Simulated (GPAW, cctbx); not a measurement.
## How far are the atoms of Ca3V from free atoms?

Aim: compute the bonding part of the density of Ca3V, find which reflections carry it, and see how it biases an ordinary refinement.

The cell comes from substitution in a known structure type and wasn't matched to any measured phase. All numbers below are calculated.

**1. Relax the structure**

The density hangs on the geometry, so cell and atoms are relaxed first, with the symmetry held. The cutoff is set higher than for the density because stress converges slowly with plane waves.

Settings: GPAW 26.7.0, PBE, 570 eV, 4×3×3 k-points (along the axes of the calculation cell), Fermi–Dirac width 0.1 eV, spin-polarised, BFGS to 0.03 eV/Å.

```text
cell
1.0
     0.000000000    0.000000000    5.553000000
     6.975000000    0.000000000    0.000000000
    -3.487500000    6.040527191    0.000000000
V Ca
2 6
Direct
0.750000000 0.333333333 0.666666667
0.250000000 0.666666667 0.333333333
0.250000000 0.173050005 0.346100009
0.250000000 0.173050005 0.826949995
0.250000000 0.653899991 0.826949995
0.750000000 0.826949995 0.653899991
0.750000000 0.826949996 0.173050005
0.750000000 0.346100009 0.173050005
```

```console
$ OMP_NUM_THREADS=1 mpirun -n 4 gpaw python run.py > gpaw.log
```

```text
BFGS:    0      -25.231660        0.705667
BFGS:    1      -25.252100        0.683300
BFGS:    2      -25.485628        0.371294
BFGS:    3      -25.589527        0.093494
BFGS:    4      -25.596312        0.015437
cell  5.8050 7.2841 7.2841  120.00 90.00 90.00
volume 266.733 A^3, largest force 0.012 eV/A, largest stress 0.07 GPa
```

The cell moved far, while the k-mesh and basis were chosen for the start, so the final shape may be somewhat biased.

After 4 steps the volume has changed by +14.0 % and the energy by -0.365 eV; the largest stress left is 0.07 GPa. It took 7.7 min on 4 cores of Arm Neoverse V1 (shared host), peak memory 1.8 GiB.

Relaxed structure: P6_3/mmc (no. 194), a = 7.2841 Å, b = 7.2841 Å, c = 5.8050 Å, α = 90.00°, β = 90.00°, γ = 120.00°.

| atom | mult. | x | y | z |
| --- | --- | --- | --- | --- |
| V1 | 2 | 1/3 | 2/3 | 3/4 |
| Ca1 | 6 | 0.1734 | 0.3467 | 1/4 |

**2. The all-electron density**

X-rays see the whole electron density, so the PAW density is rebuilt with its core regions. Subtracting spherical free atoms from the same code cancels the cores and leaves the deformation density Δρ, the part due to bonding.

Settings: PBE, 450 eV, 4×4×4 k-points, Fermi–Dirac width 0.1 eV, spin-polarised; primitive cell of 8 atoms.

```console
$ OMP_NUM_THREADS=1 mpirun -n 4 gpaw python run.py > gpaw.log
```

```text
|iter:   1|       0s |  -25.116796 | +0.47 |       |  +4.0315|
|iter:   2|       5s |  -24.353120 | -0.12 | -0.94 |  +4.2046|
|iter:   3|      10s |  -24.602089 | -0.62 | -1.21 |  +4.4666|
...
|iter:  36|     157s |  -25.358022c| -7.31 | -4.07c|  +8.1149|
|iter:  37|     160s |  -25.358047c| -7.28 | -4.24c|  +8.1140|
|iter:  38|     163s |  -25.358059c| -7.53c| -4.42c|  +8.1128|
```

```text
grid (60, 72, 72)  electrons 166.000  moved by bonding 1.003 e
deformation density beyond 0.5 A of the nuclei: max 0.097, min -0.017 e/A^3
atom        x       y       z   Voronoi charge  moment
V 1    0.7500  0.3333  0.6667     -0.175       2.76
V 2    0.2500  0.6667  0.3333     -0.175       2.76
Ca3    0.2500  0.1733  0.3467      0.058       0.02
Ca4    0.2500  0.1733  0.8267      0.058       0.02
Ca5    0.2500  0.6533  0.8267      0.058       0.02
Ca6    0.7500  0.8267  0.6533      0.058       0.02
Ca7    0.7500  0.8267  0.1733      0.058       0.02
Ca8    0.7500  0.3467  0.1733      0.058       0.02
mean inner potential of superposed free atoms 12.854 V
total magnetic moment 8.113 muB
```

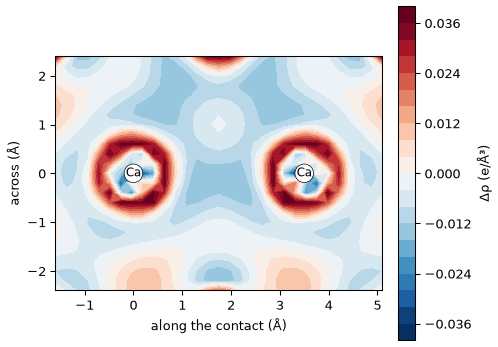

Deformation density in a plane through the shortest contact of the Ca atom at the origin; red gains electrons, blue loses them.

V gains most (-0.17 e) and Ca loses most (+0.06 e), as electronegativity suggests. Along the shortest contact from the Ca atom at the map's origin, Ca–Ca at 3.50 Å, Δρ is -0.01 e/Å³ at the midpoint and highest, +0.04, 0.60 Å from Ca (points within 0.5 Å of a nucleus left out): little piles up between the atoms. At the midpoints of other shortest contacts it is 0.00 (V–Ca, 3.54 Å) e/Å³. Point values carry grid noise of about 0.01 e/Å³. The cell's moment is 8.11 μB; the largest inside an atomic sphere is 2.76 μB. The run needed 38 iterations, 2.9 min.

**3. From the density to structure factors**

The Fourier components of Δρ, added to those of the free atoms, give the static X-ray structure factors; the Mott–Bethe relation turns them into the Fourier components V of the potential that fast electrons feel.

```text
static structure factors of the conventional cell: F in electrons, V (Mott-Bethe) in volts
   h  k  l      d  |F| table  |F| free   |F| DFT   change   |V| free  |V| DFT  change %
   1  0  0  6.3082     8.391     8.386     8.546    0.160     0.269    0.159    -40.7
   1  0  1  4.2716     2.483     2.430     2.617    0.188     0.204    0.263     28.8
   1  1  0  3.6420     6.505     6.438     6.645    0.207     0.045    0.002    -94.4
   2  0  0  3.1541    64.475    64.480    64.580    0.100     3.097    3.080     -0.6
   0  0  2  2.9025   126.278   126.217   126.382    0.165     5.759    5.735     -0.4
   2  0  1  2.7714   107.147   107.068   107.277    0.209     4.745    4.717     -0.6
   1  0  2  2.6368     6.965     6.899     6.823   -0.076     0.225    0.234      4.0
   2  1  0  2.3843     5.327     5.399     5.500    0.101     0.291    0.282     -3.4
   1  1  2  2.2699     5.672     5.529     5.443   -0.086     0.098    0.105      7.7
   2  1  1  2.2055     9.226     9.103     9.101   -0.002     0.257    0.257      0.1
   2  0  2  2.1358    55.817    55.752    56.036    0.283     2.104    2.082     -1.1
   3  0  0  2.1027     4.679     4.543     4.542   -0.000     0.063    0.063      0.1
   3  0  1  1.9770    12.901    12.904    12.883   -0.021     0.478    0.480      0.3
   1  0  3  1.8499     2.076     1.979     2.003    0.024     0.012    0.013        -
```

The largest X-ray change is +0.28 e on 202, 0.5 % of |F|. For electrons V goes as (Z − F)/g², so a change of F counts against Z − F, which is small at low angle and wherever the atoms' terms cancel: |V| of 100 moves by -40.7 % (0.27 to 0.16 V) against +1.9 % in |F|. The tabulated Hartree–Fock atoms differ from the free DFT atoms by up to 0.14 e, so the choice of reference atom matters too.

**4. Which functional?**

The same geometry is run with other functionals, to see whether the bonding signal is larger than the spread between approximations. Free atoms are LDA for LDA and PBE otherwise; meta-GGAs and hybrids keep PBE cores. Any other changed setting is in the row's label.

| run | ΔF 202 (e) | ΔF 201 (e) | ΔF 110 (e) | q(V) (e) | moved (e) | time |
| --- | --- | --- | --- | --- | --- | --- |
| PBE | +0.283 | +0.209 | +0.207 | -0.175 | 1.003 | 2.9 min |
| LDA | +0.265 | +0.222 | +0.221 | -0.180 | 0.973 | 3.1 min |
| r2SCAN | +0.314 | +0.170 | +0.214 | -0.222 | 1.232 | 6.2 min |

At the base's settings ΔF(202) spans +0.265 to +0.314 e, a spread of 17 % of the PBE value; over the three listed reflections the spread is at most 25 %, so sign and size hold across the functionals. Times are from shared hosts.

**5. What a spherical-atom refinement makes of it**

Routine crystallography fits spherical atoms. To see the bias, intensities are simulated from tabulated atoms plus the DFT change ΔF, so that bonding alone can misfit (16946 reflections of the full sphere, merged to the counts below, to 0.4 Å, 1.5 % proportional noise plus counting noise, assumed isotropic U as listed, Δρ smeared by the mean U) and refined with cctbx over different ranges.

```
                    range  data      R1  GooF  U V1 (true 0.0086)  U Ca1 (true 0.009)  largest shift (Å)  Δρ max, min (e/Å³)
                 all data   868  0.0065  0.97              0.0086              0.0090             0.0000         0.18, -0.20
 low resolution, d > 0.84   111  0.0046  1.11              0.0088              0.0092             0.0002         0.05, -0.07
     high order, d < 0.75   718  0.0075  0.95              0.0086              0.0090             0.0000         0.15, -0.17
occupancies free, d > 0.7   183  0.0046  1.04              0.0087              0.0090             0.0001         0.07, -0.09
```

With all data GooF is 0.97, so at this noise the bonding hardly shows; the top residual peak, near noise level, lies 0.54 Å from V and 3.01 Å from Ca. No U is off by more than 3 s.u. at low resolution. With V1 held at 1 and the scale free, the other occupancies refine to Ca1 0.999(0.001), within three s.u. of full.

**6. Answer**

Bonding moves 1.00 e in the primitive cell of Ca3V and changes the structure factors of the conventional cell in the table above by at most 0.28 e (202, 0.5 %), and among reflections above 2 % of the strongest by up to 3.2 % (110). The shortest bond, Ca–Ca, has Δρ = -0.01 e/Å³ at its midpoint. At the base's settings ΔF(202) spans +0.265 to +0.314 e, a spread of 17 % of the PBE value; over the three listed reflections the spread is at most 25 %, so sign and size hold across the functionals. With all data GooF is 0.97, so at this noise the bonding hardly shows. Limits: static density, frozen cores, no spin–orbit coupling; a ferromagnetic start is the only order tried, and the real ground state may be antiferromagnetic or insulating.

[Outputs are excerpts: Python notices, other lines and further rows are left out; steps that failed or that the build refused (PBEsol, TPSS) are not shown.]

[Logs are printed without paths, hosts, clocks, repeated set-up lines and the standing remarks that a program may print on its own settings, such as how far it seeks lower states.]
